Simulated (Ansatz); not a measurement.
# Calculations on CH5FOSSiTe

**1. Relaxation**

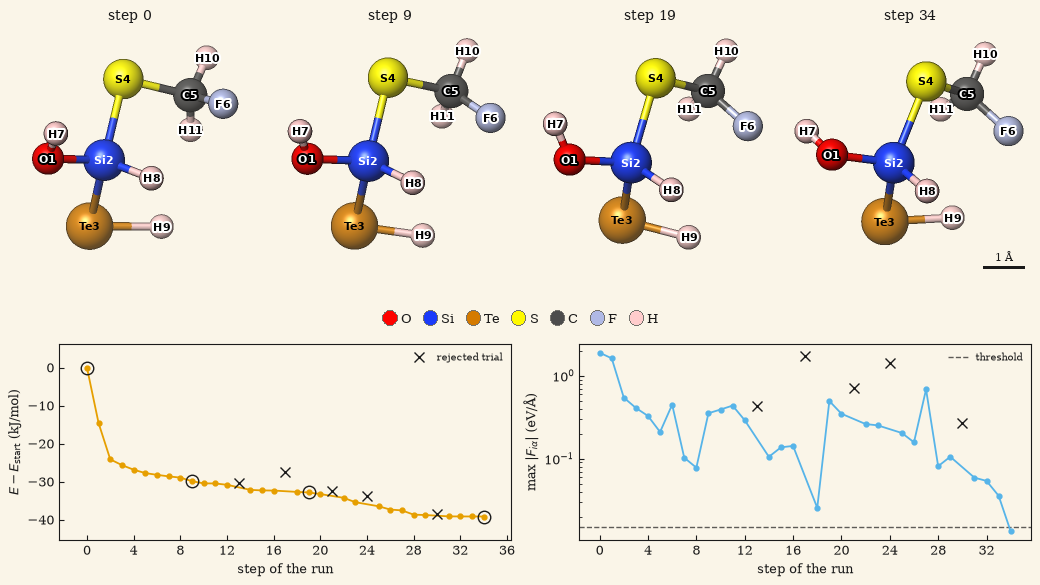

Frames of a relaxation of CH$_{5}$FOSSiTe, marked on the history of the run. Style: ball-and-stick. Shown from a free direction.

The run prepares an end point of a later path (torsion) calculation, from a guessed geometry.

Computed with RKS B3LYP-D4/def2-SVP in Ansatz. Settings: no spin polarisation; force threshold 0.015 eV/Å; at most 40 steps.

Describe the path.

The energy falls by 39.1 kJ/mol in 29 accepted moves (34 points after the start). Largest force component: 1.9 eV/Å at the start, 0.013 eV/Å at the end. The line search rejected the trial steps at points 13, 17, 21, 24, 30 of the run. The atom that moves furthest after the best rigid fit is H7 (1.28 Å). By element the largest moves are H 1.28 Å, F 1.24 Å, S 1.00 Å, Si 0.49 Å, Te 0.45 Å, O 0.19 Å. Near-neighbour distances that change, for instance: Te3–H9 1.773 → 1.670 Å, S4–C5 1.756 → 1.824 Å, Si2–Te3 2.498 → 2.536 Å, C5–H10 1.135 → 1.101 Å. Bond angles that change, for instance: Si2–O1–H7 106.7° → 117.0°, Si2–S4–C5 96.0° → 101.9°, O1–Si2–S4 111.8° → 107.6°. Groups turn about O1–Si2 by about 110°, Si2–S4 by about 50°. From step 0 to 9: F6 moves most (0.57 Å), energy −29.9 kJ/mol. From step 9 to 19: H7 moves most (0.42 Å), energy −2.97 kJ/mol. From step 19 to 34: H7 moves most (0.61 Å), energy −6.32 kJ/mol.

**2. Relaxation**

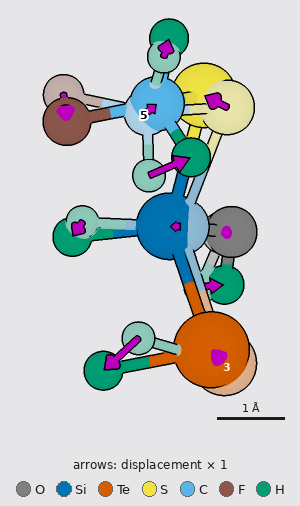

A relaxation of CH5FOSSiTe. The starting structure is drawn faded, the final one solid; purple arrows show the displacements, at their true length. The two geometries are superimposed by the best rigid fit.

The picture is a ball-and-stick view, seen from a free direction.

The run prepares an end point of a later path (torsion) calculation, from a guessed geometry.

Method: RKS B3LYP-D4/def2-SVP (Ansatz 0.2.0).

Input
```yaml
crystal:
  periodic: [false, false, false]
  atoms:
    - { symbol: O, position_ang: [-2.6355, -0.8958, 0.1002] }
    - { symbol: Si, position_ang: [-1.032, -0.516, -0.2119] }
    - { symbol: Te, position_ang: [0.39777, -2.51274, 0.24691] }
    - { symbol: S, position_ang: [-0.73866, 0.13438, -2.28132] }
    - { symbol: C, position_ang: [0.85727, 0.82279, -2.03429] }
    - { symbol: F, position_ang: [0.77697, 1.94013, -1.24868] }
    - { symbol: H, position_ang: [-2.6801, -1.175, 1.0269] }
    - { symbol: H, position_ang: [-0.61822, 0.59081, 0.6739] }
    - { symbol: H, position_ang: [1.80795, -1.43935, 0.29133] }
    - { symbol: H, position_ang: [1.22862, 1.15747, -3.05285] }
    - { symbol: H, position_ang: [1.52953, 0.10203, -1.62022] }
basis:
  gaussian: { orbitals: def2-SVP }
hamiltonian:
  xc: b3lyp
  dispersion: d4
relax:
  f_tol: 0.015
  max_steps: 40
```

Run as
```bash
ansatz run input.yaml --threads 2 --pin off --max-ram 3072MiB --backend cpu --events-out ev --progress --plain --runs-dir out
```

Question: What did the optimiser do to the structure, and how much energy did it gain?

Answer: After 14 geometry steps the energy has fallen by 0.411 eV. The largest force component goes from 1.7 to 0.015 eV/Å. H9 moves most after the best rigid fit: 0.89 Å. Largest moves by element: H 0.89 Å, F 0.68 Å, S 0.51 Å, Te 0.43 Å, C 0.21 Å, O 0.20 Å. Some distances before and after: Te3–H9 1.773 → 1.672 Å, S4–C5 1.756 → 1.827 Å, Si2–Te3 2.498 → 2.537 Å, Si2–S4 2.189 → 2.154 Å. Bond angles that change, for instance: O1–Si2–S4 111.8° → 101.5°, Si2–O1–H7 106.7° → 116.8°, S4–Si2–H8 107.9° → 113.2°. Groups turn about Si2–Te3 by about 30°, Si2–S4 by about 25°. Cost: 83 s on 2 threads of AMD EPYC 7B13 (Zen 3) (shared host), peak memory 0.38 GiB.

**3. Path**

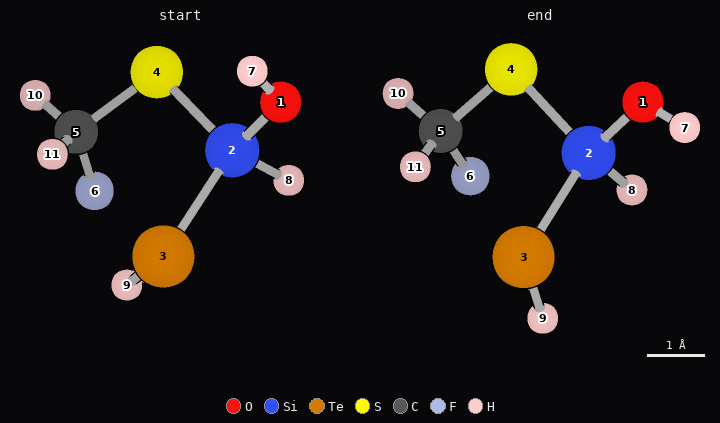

The two relaxed end points of a path for CH$_{5}$FOSSiTe. The picture is a ball-and-stick view, seen at a tilt.

Level of theory: RKS B3LYP-D4/def2-SVP in Ansatz 0.2.0.

Set-up: 5 movable images; climbing image; force threshold 0.03 eV/Å; iteration limit 45.

Start:
```xyz
11

O    -2.5931   -0.9518    0.2637
Si   -0.9535   -0.9416   -0.0082
Te   -0.5124   -0.0184   -2.3290
S    -0.0343    0.2494    1.5627
C     1.3845    0.9933    0.6901
F     2.2556    0.0466    0.2055
H    -3.0199   -0.0961    0.3994
H    -0.5272   -2.3563    0.0775
H     1.1342   -0.2083   -2.1242
H     1.9011    1.6184    1.4348
H     1.0305    1.6076   -0.1518
```

End:
```xyz
11

O    -2.5389   -0.6293    0.4577
Si   -0.9320   -0.5914    0.0379
Te   -0.6247    0.3948   -2.2796
S    -0.1142    0.6674    1.5828
C     1.5268    1.0066    0.8539
F     2.2406   -0.1425    0.6219
H    -3.1155   -1.1907   -0.0756
H    -0.3195   -1.9473    0.0026
H     0.4744   -0.8023   -2.6704
H     2.0588    1.6314    1.5888
H     1.4099    1.5461   -0.0995
```

What barrier does the band find between them, and by what path?

Answer. The highest point, image 2, lies 6.6 kJ/mol above the start and 4.0 kJ/mol above the end; the end is at +2.6 kJ/mol relative to the start. The motion is a rotation about the O1–Si2 bond by about 225°, with a turn of about 50° about Si2–Te3. No bond forms or breaks between the ends. Bond angles that change up to the highest image, for instance: O1–Si2–H8 105.6° → 112.0°, O1–Si2–Te3 108.9° → 104.6°. The band converged in 15 iterations. The largest component of the band force went from 200 to 0.029 eV/Å. The climbing image converged on the top of the path. Its vibrational analysis gives one imaginary mode (116i cm⁻¹), as a transition state must have.

Energies of the converged images:

```csv
image,path (Å),E (kJ/mol)
0,0.00,0.0
1,0.62,2.4
2,1.23,6.6
3,1.78,6.0
4,2.34,3.6
5,2.89,2.7
6,3.44,2.6
```

The geometry at the top of the path:

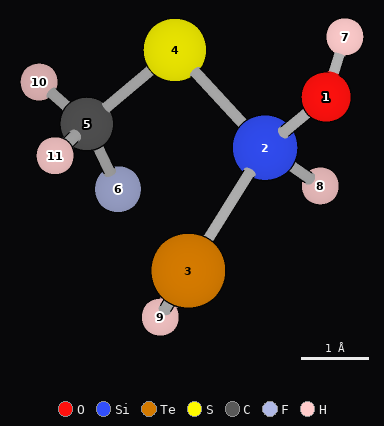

Cost: 6.6 min on 2 threads of AMD EPYC 7B13 (Zen 3) (shared host), peak memory 0.41 GiB.
